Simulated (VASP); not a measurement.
Band structure of KF (space group Fm-3m). All values below come from PBE GGA, VASP's PBE PAW potentials (set 64) (plane waves; VASP).

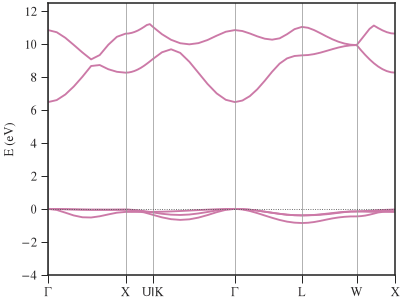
Bands along high-symmetry lines, zero at the valence-band maximum or, without a gap, the Fermi level

Read the plot: is there a gap, and where are the band edges?

The gap is direct, 6.48 eV, from the valence maximum at Γ to the conduction minimum at Γ.

The structure comes from a computed database's KF entry; how it stands against other phases isn't given here. The cell was not relaxed at this level.
